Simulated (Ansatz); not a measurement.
Ta$_{3}$AsAu$_{2}$O$_{13}$

Input file:

```
crystal:
  lattice:
    - [6.4303, -1.94333, -0.00483]
    - [6.4303, 1.94333, -0.00483]
    - [-2.54785, 0.0, 10.68617]
  atoms:
    - { symbol: Ta, position: [0.42174, 0.42174, 0.35289] }
    - { symbol: Ta, position: [0.60514, 0.60514, 0.67616] }
    - { symbol: Ta, position: [0.33575, 0.33575, 0.98865] }
    - { symbol: As, position: [0.62199, 0.62199, 0.00347] }
    - { symbol: Au, position: [0.71608, 0.71608, 0.3478] }
    - { symbol: Au, position: [0.30523, 0.30523, 0.63263] }
    - { symbol: O, position: [0.69967, 0.69967, 0.15479] }
    - { symbol: O, position: [0.56266, 0.56266, 0.34673] }
    - { symbol: O, position: [0.27377, 0.27377, 0.44492] }
    - { symbol: O, position: [0.32994, 0.32994, 0.81777] }
    - { symbol: O, position: [0.48263, 0.48263, 0.55126] }
    - { symbol: O, position: [0.75351, 0.75351, 0.62745] }
    - { symbol: O, position: [0.36278, 0.36278, 0.18289] }
    - { symbol: O, position: [0.87969, 0.87969, 0.36594] }
    - { symbol: O, position: [0.57427, 0.57427, 0.83568] }
    - { symbol: O, position: [0.11671, 0.11671, 0.67068] }
    - { symbol: O, position: [0.49325, 0.49325, 0.03078] }
    - { symbol: O, position: [0.16601, 0.16601, 0.98717] }
    - { symbol: O, position: [0.79918, 0.79918, 0.98234] }
hamiltonian:
  xc: pbe
  pseudopotentials: { kind: paw }
kpoints:
  mp_grid: { grid: [7, 7, 3] }
scf:
  occupations: { method: fermi_dirac, width: 0.05 }
output:
  forces: true
  stress: true
  eigenvalues: true
  write_density: true
  write_potential: true
  elf: true
  volumetric_format: npy
```

Launched as:

```sh
ansatz run input.yaml --threads 8 --pin off --max-ram 20480MiB --backend cpu --events-out ev --progress --plain --runs-dir out
```

Below, planes, directions and counts refer to the conventional cell (a = 12.86 Å, b = 3.89 Å, c = 10.99 Å, α = 90.00°, β = 103.45°, γ = 90.00°).

Space group Cm; a generated structure, not necessarily the stable one.

Computed with Kohn-Sham DFT of a periodic cell, PBE, Ansatz PAW in Ansatz 0.2.0.

What will maps of the valence pseudo-density and electron localisation function show?

Answer. As–O (1.73 Å): ρ is about 1.3 e/Å³ halfway; the ELF peaks at about 0.75 between the atoms.
Ta–O (1.84 Å): ρ at the midpoint is about 1.3 e/Å³; the ELF peaks at about 0.80 in the valence shell of O, 0.5 Å from its nucleus, and drops to about 0.25 between the two atoms (no localised pair shows between them).
Au–O (1.97 Å): ρ at the midpoint is about 0.95 e/Å³; the ELF peaks at about 0.80 in the valence shell of O, 0.6 Å from its nucleus, and is about 0.20 at the midpoint.
As–O (1.80 Å): ρ at the midpoint is about 1.1 e/Å³; the ELF peaks at about 0.80 in the valence shell of O, 0.6 Å from its nucleus, and is about 0.60 at the midpoint.

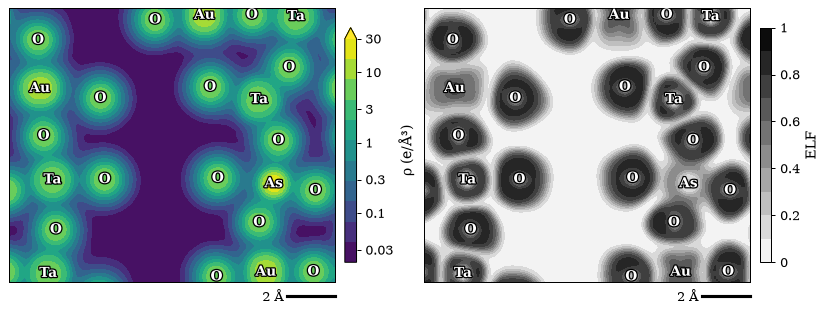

Computed valence pseudo-density and electron localisation function on the (010) plane of the conventional cell, in this order. 

In a PAW calculation such maps are meaningful between the atoms, not at the nuclei.
